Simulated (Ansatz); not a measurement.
# BeInH3 (model cell, started as cubic perovskite with Be in the octahedra): following an unstable mode, part 3 of 3

Aim: this structure of BeInH3 (model cell, started as cubic perovskite with Be in the octahedra) is to be tested for unstable modes, and one is followed downhill.

Ansatz 0.2.0; DFT LDA, scalar-relativistic, plane waves, PAW; PAW set soft_1.

So far. Step 5 (Energy along the mode, all amplitudes (two of the runs …): The lowest of the steps tried is at 0.32 Å, 24.0 meV/atom below the parent; the bottom of the well need not coincide with a step. Step 7 (The new phase in its own primitive cell): The largest force component left is 0.59 meV/Å and the pressure is -0.004 GPa, within the tolerances set. The cell now holds 10.00 Å³/atom. The relaxed cell has a = 5.242, c = 6.306 Å (conventional setting).

The structure was built from a prototype and need not be the compound's stable phase.

### 8. Modes of the new phase, k-mesh 9×9×9

A relaxed structure may still be a saddle point, so its zone-centre modes are computed. No field response is asked, since the mesh shows no gap.

Input file input.yaml:

```yaml
crystal:
  lattice:
    - [2.6210527037, 1.5132654841, 2.1018793693]
    - [-2.6210527037, 1.5132654841, 2.1018793693]
    - [0.0, -3.0265309681, 2.1018793693]
  atoms:
    - { symbol: In, position: [0.0225968048, 0.0225968048, 0.0225968048] }
    - { symbol: Be, position: [0.6098104304, 0.6098104304, 0.6098104304] }
    - { symbol: H, position: [0.4195331098, 0.8962420983, 0.4195331098] }
    - { symbol: H, position: [0.8962420983, 0.4195331098, 0.4195331098] }
    - { symbol: H, position: [0.4195331098, 0.4195331098, 0.8962420983] }
kpoints:
  mp_grid: { grid: [9, 9, 9] }
hamiltonian:
  xc: lda
  pseudopotentials: { kind: paw, azcp: { folder: soft_1 }, xc_functional: pbe }
scf:
  occupations: { method: methfessel_paxton, width: 0.2 }
output:
  eigenvalues: true
phonons:
  method: dfpt
```

Launch:

```console
> ansatz run input.yaml --threads 4 --pin off --max-ram 16384MiB --backend cpu --events-out ev --progress --plain --runs-dir out
```

Numbers of over 12 decimals in the logs are rounded to 6 here.

Log:

```text
[...]
Crystal: 5 atoms, lattice volume = 50.021 Å³
Basis set: ecut = 420 eV, 979 PW (Γ), exchange–correlation on 50×50×50 points (8 copies of the dense FFT grid, shifted against one another)
Bands: 14, of which v1, the nominal top of the filled ones, is band 9 counted from 1 (8 counted from 0)
Symmetry: 6 space group operations
k-points: 365 of 729 (irreducible under 1 space group operation, time reversal used)
[...]
SCF iter   1: F=—  HF=-5591.937290 eV  |F-HF|=—  |Δ(HF+E_count)|=         —  Δρ=6.88e-2  dr2=3.04e0  ethr=3.10e-3  ⟨swp⟩=5.0  Hψ=29755  notcnv=0
[...]
SCF iter  10: F=-5590.803841 eV  HF=-5590.803841 eV  |F-HF|=1.82e-12  |Δ(HF+E_count)|=  1.01e-10  S|Δr|=    0.00e0  Δρ=6.80e-8  dr2=2.46e-12  ethr=1.00e-12  ⟨swp⟩=8.8  Hψ=28702  notcnv=0
SCF 1 converged in 10 iterations: F = -5590.803841 eV  dr2 = 2.46e-12
[...]
DFPT response loops at Γ: preconditioner auto → Kerker (q_TF=auto, 2.301 Å⁻¹) (partly filled bands, converged f_vac=0.000); β = 1.00, the filter's whole step (`scf.mixing.beta` (0.50) is not read by the response loops under this deck's `scf.mixing.preconditioner`; to damp them name `kerker` or `kerker_dos`, under which they read `scf.mixing.beta`, and type it under 1.00, their step now; both keys bind the ground state too); Broyden in place of MSR1
SCF converged after 10 iterations
[...]
Free energy (F): -5590.803841 eV
[...]
Internal energy: -5590.802381 eV  (E = F + TS)
E sigma→0 (E₀):  -5590.803476 eV
Entropy (-TS):   -0.001460 eV (-0.292 meV/atom)
Fermi energy:    6.034654 eV
[...]
--- Band table (eV; the first three rows and the last of 365) ---
  k-point 0: bands = [... 5 lower, -3.9491, 3.4928, 3.4928, 6.4545, 7.7815, 10.0440, 10.0440, 15.2962, ... 1 higher]
  k-point 1: bands = [... 5 lower, -3.8204, 3.0676, 3.5651, 6.1127, 8.1527, 10.1230, 10.6360, 14.4985, ... 1 higher]
  k-point 2: bands = [... 5 lower, -3.4338, 1.9446, 3.7586, 5.9791, 8.6237, 10.3132, 11.6320, 13.4126, ... 1 higher]
  k-point 364: bands = [... 5 lower, -1.7032, -0.3971, 3.8706, 5.6351, 8.6925, 9.2651, 11.5282, 13.5439, ... 1 higher]
--- Phonons (Γ-DFPT): 6 representative perturbations + reference, on 365 of 729 k-points (Σ response iterations 18) ---
  k mesh reduced under 1 symmetry operation, with k and −k counted as one. Each operation leaves every solved perturbation unchanged. A smaller set is not used because it would not reduce the number of displacements times k-points to solve
  ASR residual: 3.431e-5 → 0.000e0 eV/Å²; symmetrization residual: 1.356e-6 eV/Å²
  ASR residual per site (eV/Å²): 3.43e-5 3.21e-5 1.42e-5 1.42e-5 1.42e-5
[...]
non-analytic LO–TO correction: not included (Born effective charges unavailable; polar crystals: no LO–TO splitting at Γ)
```

Wall time 41 s (4 threads of Arm Neoverse V1, shared host); peak memory 0.99 GiB; 2.6 min of CPU time.

Numbers from this step:

| Quantity | Value |
| --- | --- |
| sum-rule residual before enforcement | 3.43e-5 eV/Å² |
| point group | 3m |
| highest optical mode at the zone centre (no LO-TO term) | 1513 cm⁻¹ |
| lowest optical zone-centre mode | 107.6 cm⁻¹ |

Patterns of degenerate modes are one choice out of their space. The modes at Γ (shares of kinetic energy by element, %):

```tsv
mode	frequency (cm⁻¹)	symmetry	In %	Be %	H %
1	0.0	acoustic	91	7	2
2	0.0	acoustic	91	7	2
3	0.0	acoustic	91	7	2
4	107.6	E	9	62	29
5	107.6	E	9	62	29
6	303.7	A1	8	92	1
7	414.8	A1	2	1	97
8	589.7	A2	0	0	100
9	627.9	E	0	21	79
10	627.9	E	0	21	79
11	704.5	E	0	0	100
12	704.5	E	0	0	100
13	1465.2	E	0	10	90
14	1465.2	E	0	10	90
15	1513.4	A1	0	0	100
```

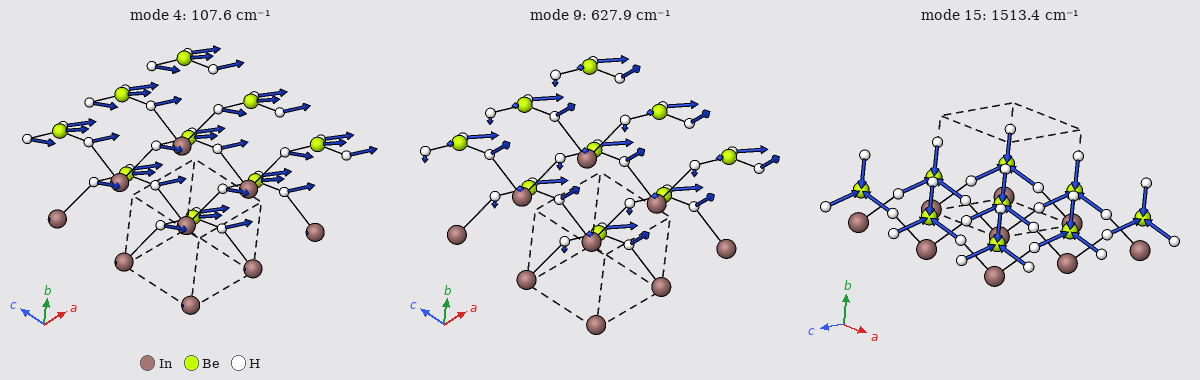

Displacement patterns of modes 4, 9 and 15 at Γ; arrows are exaggerated. Bonds to atoms that aren't drawn are left out. 3×1×3 cells are drawn.

Before it was imposed, the acoustic sum rule was missed by 3.4e-5 eV/Å². Small misses are needed for a sound result but don't prove that mesh and cutoff are converged. The lowest optical mode is real, 108 cm⁻¹.

### 9. What came out

| Quantity | Value |
| --- | --- |
| unstable mode of the parent | q = (0, 0, 0), 599i cm⁻¹ |
| depth at the lowest point sampled | 24.0 meV/atom |
| largest atomic shift at that point | 0.32 Å |
| space group reached (within 0.01 Å) | R3m |
| energy gained over the parent (first relaxation, on the mesh of the frozen mode) | 91.0 meV/atom |
| volume per atom, phase reached | 10.0 Å³ |
| lowest optical zone-centre mode, phase reached | 108 cm⁻¹ |
| highest optical mode at the zone centre (no LO-TO term), phase reached | 1513 cm⁻¹ |

What this shows: Along this mode the structure falls into R3m, 91.0 meV/atom below the parent. At the parent's cell the well is 23.96 meV/atom deep on the steps tried, with its lowest point at a shift of 0.32 Å. Relaxing atoms and cell changes the gain by +67.08 meV/atom against the lowest step (energies at zero smearing). Most of the total comes from this relaxation. The new phase has no imaginary mode at the zone centre of its cell; other wavevectors were not checked. Of the 4 patterns followed to their end from this parent, this one ends 33.8 meV/atom above the lowest, Amm2. Each path keeps the symmetry of its pattern, so a lower phase may lie along a pattern not tried. With no gap, or one that is small against the smearing, the frequencies hang on the k mesh and the smearing, most of all near Kohn anomalies. The PAW files were made for PBE and serve the other functionals too. The starting cell was built on a prototype and not taken from a measurement, so the phase need not exist.

[Logs are printed without paths, hosts, clocks, repeated set-up lines and the standing remarks that a program may print on its own settings, such as how far it seeks lower states.]

[Hosts, paths, dates, database ids (printed as entryN), source tags and the programs' standing remarks are cut or masked in the printed files.]
